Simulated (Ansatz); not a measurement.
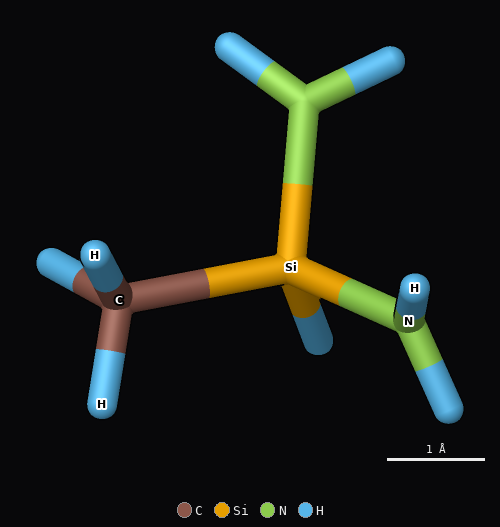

*The input geometry (stick view, seen at a tilt).*

Bond lengths as drawn: C–H 1.09 Å, C–Si 1.87 Å, H–N 1.01 Å, H–Si 1.50 Å and N–Si 1.71 to 1.72 Å.

Single-point calculation of CH8N2Si

System: CH8N2Si, SMILES C[SiH](N)N.
Method: RKS wB97M-V/def2-TZVPP (Ansatz 0.2.0).

The geometry comes from this level: PBE0-D4/def2-TZVP. Figures and captions count atoms from 1; the log counts them from 0 in places.

### Output
```
Functional definition: wB97M-V
  name "wB97M-V"
  cite "Mardirossian & Head-Gordon, J. Chem. Phys. 144, 214110 (2016) doi:10.1063/1.4952647"
  cite "Becke, J. Chem. Phys. 107, 8554 (1997) doi:10.1063/1.475007"
  cite "Vydrov & Van Voorhis, J. Chem. Phys. 133, 244103 (2010) doi:10.1063/1.3521275"
  # Of w^i u^j: cxij and so on, Table III.
  parameter omega = 0.3/bohr
  parameter cx = 0.15
  parameter cx01 = 1.007
  parameter cx10 = 0.259
  parameter css00 = 0.443
  parameter css04 = -1.437
  parameter css10 = -4.535
  parameter css20 = -3.390
  parameter css43 = 4.278
  parameter cos00 = 1.000
  parameter cos10 = 1.358
  parameter cos20 = 2.924
  parameter cos21 = -8.812
  parameter cos60 = -1.390
  parameter cos61 = 9.142
  parameter b = 6.0
  parameter c = 0.01
  gx(w, u) = 1 - cx + cx01*u + cx10*w
  gss(w, u) = css00 + css04*u^4 + css10*w + css20*w^2 + css43*w^4*u^3
  gos(w, u) = cos00 + cos10*w + (cos20 + cos21*u)*w^2 + (cos60 + cos61*u)*w^6
  exchange = spin_sum(e_x_unif_sr(omega)*gx(b97_w, b97_u_x)) + cx*exact_x_sr(omega) + exact_x_lr(omega)
  correlation = spin_sum(e_c_pw_mod_same_spin*gss(b97_w, b97_u_same))
      + integral(e_c_pw_mod_opposite_spin*gos(b97_w_opposite, b97_u_opposite)) + vv10(b, c)
1253 factors; their error is unknown
319 factors; integrals over basis functions are off by at most 1.0e-5 eV
mean field evaluation 1: about -12016.9643 eV, gradient 7.2e1 eV
mean field evaluation 2: about -12018.6786 eV, gradient 6.5e1 eV
mean field evaluation 4: about -12026.7344 eV, gradient 2.0e0 eV
mean field evaluation 8: about -12026.7528 eV, gradient 6.4e-2 eV
mean field evaluation 16: about -12026.7528 eV, gradient 8.5e-5 eV
mean field -12026.75275592 eV, -441.9750117544 hartree, gradient 2.3e-5 eV, S^2 0.000000; 0 other end points of the search recorded, 0 dependent functions left out
the calculation of the forces begins
reference -12026.75280640 eV, -441.9750136093 hartree; 21, 21 occupied and 226, 226 virtual orbitals, 1253 factors
Total energy: -12026.75280640 eV, -441.9750136093 hartree
Atom 0 at    -0.816424     1.260394    -0.464592 Å, force    -0.008197     0.023845    -0.012389 eV/Å
Atom 1 at    -0.142330    -0.286049     0.337493 Å, force    -0.174779     0.020422     0.109984 eV/Å
Atom 2 at     1.339390    -0.148586     1.187760 Å, force     0.053009     0.025820     0.031124 eV/Å
Atom 3 at     0.123782    -1.399020    -0.942071 Å, force    -0.011354    -0.045939    -0.035701 eV/Å
Atom 4 at    -0.114417     1.661929    -1.200250 Å, force    -0.048140    -0.025788     0.049068 eV/Å
Atom 5 at    -0.998455     2.031891     0.287778 Å, force     0.011425    -0.049089    -0.051784 eV/Å
Atom 6 at    -1.765553     1.064870    -0.972760 Å, force     0.066391     0.013559     0.033608 eV/Å
Atom 7 at    -1.106736    -0.713448     1.397793 Å, force     0.094634     0.041809    -0.111958 eV/Å
Atom 8 at     2.189565     0.134081     0.728920 Å, force    -0.009610    -0.005596     0.023800 eV/Å
Atom 9 at     1.351637     0.061050     2.171232 Å, force     0.017267    -0.001666    -0.019736 eV/Å
Atom 10 at    -0.478307    -1.407198    -1.748490 Å, force     0.018166    -0.013972     0.007536 eV/Å
Atom 11 at     0.494848    -2.315015    -0.748913 Å, force    -0.008812     0.016595    -0.023551 eV/Å
Dipole moment:     0.081057     0.018293    -0.068876 e Å
```

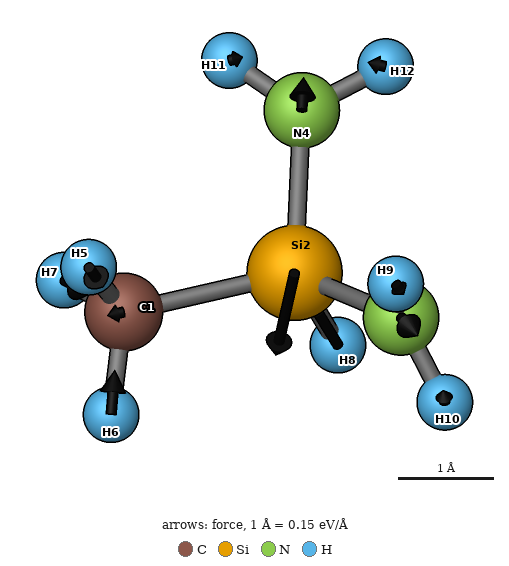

*Forces on the atoms as black arrows (ball-and-stick view, seen at a tilt; atoms are numbered from 1 in the order of the input).*

The largest act on Si2 (0.21 eV/Å); H8 (0.15 eV/Å); H7 (0.08 eV/Å); H5, H6 (0.07 eV/Å), among others. The geometry is not a stationary point of this energy.

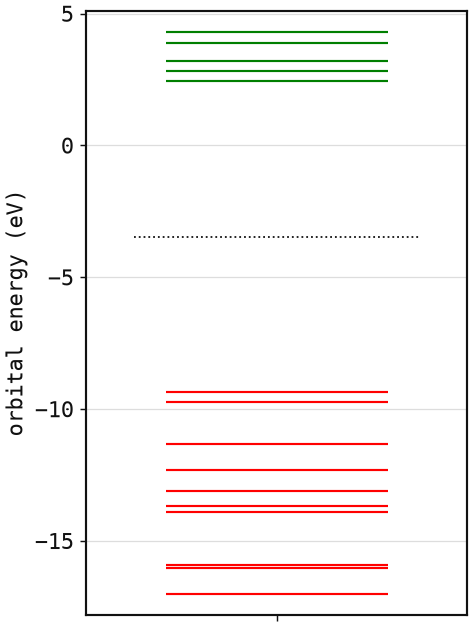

*Orbital energies near the frontier; the dotted line parts filled from empty levels, and levels within 0.02 eV of each other stand side by side.*

Highest filled −9.37 eV, lowest empty 2.43 eV, 11.80 eV apart.

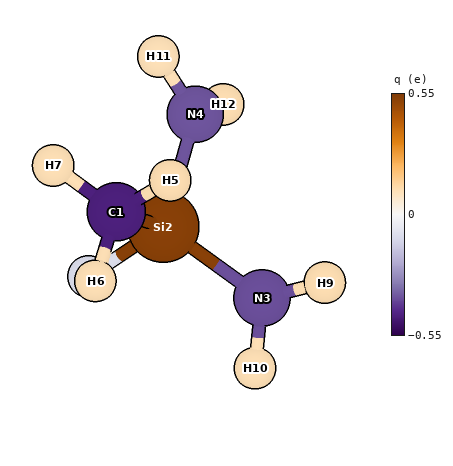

*Mulliken charges, as the colour of each atom (ball-and-stick view, seen at a tilt; atoms are numbered from 1 in the order of the input).*

By element: C −0.46, Si +0.53, N −0.38 to −0.37 and H −0.09 to +0.11 e.

This output came from the following input.

### Input file
```yaml
crystal:
  periodic: [false, false, false]
  atoms:
    - {symbol: C, position_ang: [-0.816424, 1.260394, -0.464592]}
    - {symbol: Si, position_ang: [-0.142330, -0.286049, 0.337493]}
    - {symbol: N, position_ang: [1.339390, -0.148586, 1.187760]}
    - {symbol: N, position_ang: [0.123782, -1.399020, -0.942071]}
    - {symbol: H, position_ang: [-0.114417, 1.661929, -1.200250]}
    - {symbol: H, position_ang: [-0.998455, 2.031891, 0.287778]}
    - {symbol: H, position_ang: [-1.765553, 1.064870, -0.972760]}
    - {symbol: H, position_ang: [-1.106736, -0.713448, 1.397793]}
    - {symbol: H, position_ang: [2.189565, 0.134081, 0.728920]}
    - {symbol: H, position_ang: [1.351637, 0.061050, 2.171232]}
    - {symbol: H, position_ang: [-0.478307, -1.407198, -1.748490]}
    - {symbol: H, position_ang: [0.494848, -2.315015, -0.748913]}
basis:
  gaussian: {orbitals: def2-TZVPP}
hamiltonian: {xc: {name: wB97M-V}}
output: {forces: true, orbitals: {seedname: orbitals}}
```

Command:
```bash
ansatz run in.yaml --threads 4 --pin off --events-out ev --progress --plain --max-ram 10444MiB
```

### Results in brief

```json
{"quantity": "outcome", "value": "converged"}
{"quantity": "total energy", "value": "−12026.7528 eV"}
{"quantity": "SCF solution under orbital rotations", "value": "stable"}
{"quantity": "HOMO", "value": "−9.37 eV"}
{"quantity": "LUMO", "value": "2.43 eV"}
{"quantity": "largest force (length of the vector)", "value": "0.208 eV/Å"}
{"quantity": "dipole moment", "value": "0.52 D"}
{"quantity": "hardware", "value": "4 threads of Arm Neoverse V2, 23 GiB of memory available, shared host"}
{"quantity": "wall time", "value": "9.5 s (CPU time 35 s)"}
{"quantity": "peak memory", "value": "0.82 GiB"}
```
